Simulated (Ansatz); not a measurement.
## NbAs: pressure series

Consider NbAs (space group I4_1md, No. 109; a = 3.474 Å, c = 11.749 Å).

Cell and atoms are relaxed at each pressure.

Method: Ansatz (a program for electronic structure) PBE, spin-orbit coupling left out.

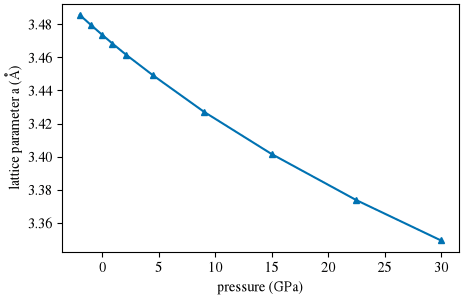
Fig. 1. Lattice parameter a against pressure

| pressure (GPa) | lattice parameter a |
|---|---|
| -2 | 3.486 Å |
| -1 | 3.480 Å |
| 0.9 | 3.468 Å |
| 2.1 | 3.462 Å |
| 4.5 | 3.449 Å |
| 9 | 3.427 Å |
| 15 | 3.402 Å |
| 22.5 | 3.374 Å |
| 30 | 3.349 Å |

Load acts through the strain it causes; cell and atoms are relaxed under it. No phonon test of stability was made. No other phases were tried under pressure. The final runs are not spin-polarised.
